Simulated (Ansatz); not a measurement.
H₄O₂Si···H₂

Input

```
crystal:
  periodic: [false, false, false]
  atoms:
    - { symbol: Si, position_ang: [0.140184, -0.386793, -0.417306] }
    - { symbol: H, position_ang: [0.773743, 0.59928, 1.981315] }
    - { symbol: H, position_ang: [1.41345, 0.347604, -0.422639] }
    - { symbol: O, position_ang: [-1.018459, 0.745229, -0.109843] }
    - { symbol: H, position_ang: [-1.940371, 0.461925, -0.132184] }
    - { symbol: H, position_ang: [-0.126794, -1.030601, -1.734774] }
    - { symbol: O, position_ang: [0.213699, -1.627898, 0.697248] }
    - { symbol: H, position_ang: [-0.10444, -2.478613, 0.369172] }
    - { symbol: H, position_ang: [0.826489, -0.083332, 2.164612] }
basis:
  gaussian: { orbitals: "6-31G*" }
hamiltonian:
  xc: cam_b3lyp
relax:
  f_tol: 0.03
  max_steps: 50
output:
  orbitals: {}
```

Command:

```sh
ansatz run input.yaml --threads 2 --pin off --max-ram 3072MiB --backend cpu --events-out ev --progress --plain --runs-dir out
```

The fields are those of the relaxed geometry.

Level of theory: Ansatz 0.2.0, RKS CAM-B3LYP/6-31G*.

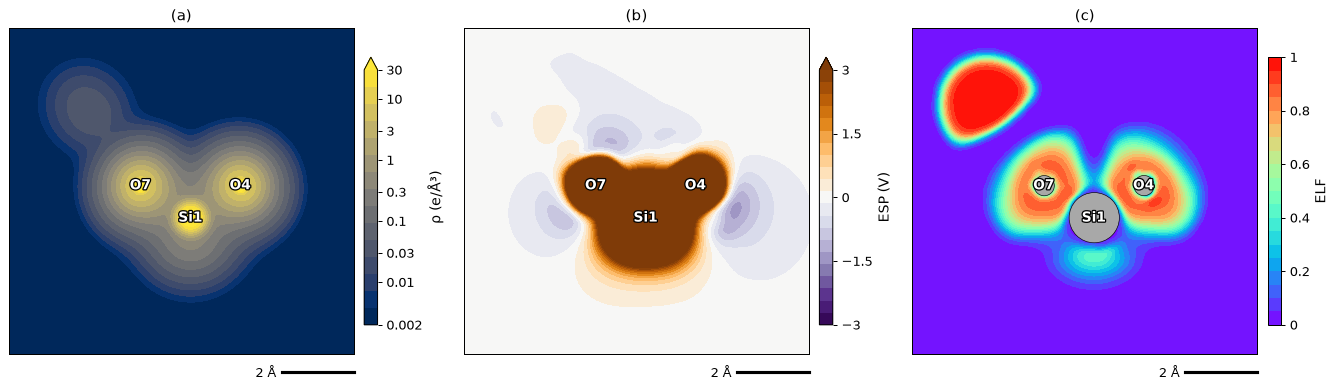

Figure 1. (a) total electron density; (b) molecular electrostatic potential; (c) electron localisation function on the plane of atoms O4, Si1 and O7. Grey discs cover the atomic cores in the ELF map.

Q: What do the fields say about this system?

A: Atoms in the plane: Si and O. Si–O (1.65 Å): the density is about 1.1 e/Å³ at the midpoint; the ELF peaks at about 0.85 between the atoms: a shared but strongly polarised pair. The ELF also peaks beside O7 and O4, away from the bonds: lone-pair regions. Outside the dense part of the complex the potential is most negative (−1.4 V) near O4.

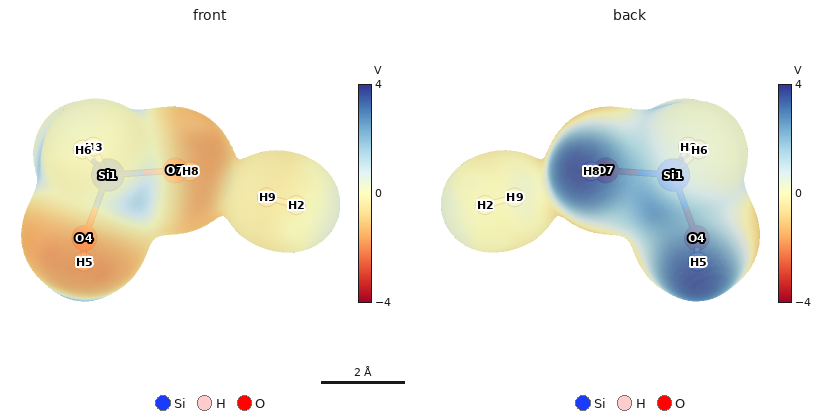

Figure 2. The molecular electrostatic potential painted on the density surface at 0.004 e/bohr³, seen from the front and from behind; the colour scale runs from red (negative) to blue (positive).

Q: Which sites attract a positive test charge, and which a negative one?

A: A positive charge is drawn to the negative regions and a negative charge to the positive ones. The most negative region (about −1.7 V) lies over O4, the most positive (about +3.6 V) over H5 and H8. O4 is the likeliest acceptor of a hydrogen bond.

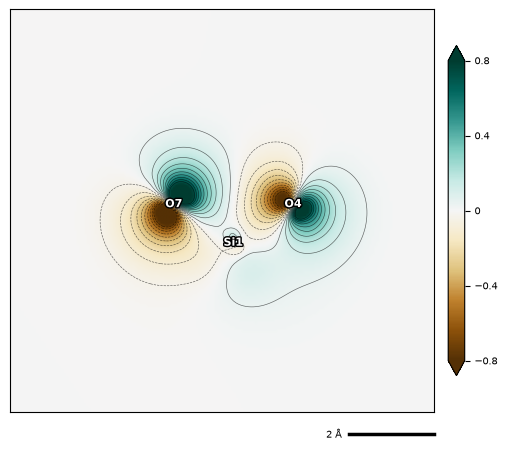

Figure 3. The HOMO−1 on the plane of atoms O4, Si1 and O7 (values in Å⁻³ᐟ²; the overall sign is arbitrary).

Q: Where does this orbital lie, and at what energy?

A: It lies mainly on O7 (about 50 %) and O4 (about 30 %); largely a combination of lone pairs on O7 and O4. Its energy is −10.47 eV.
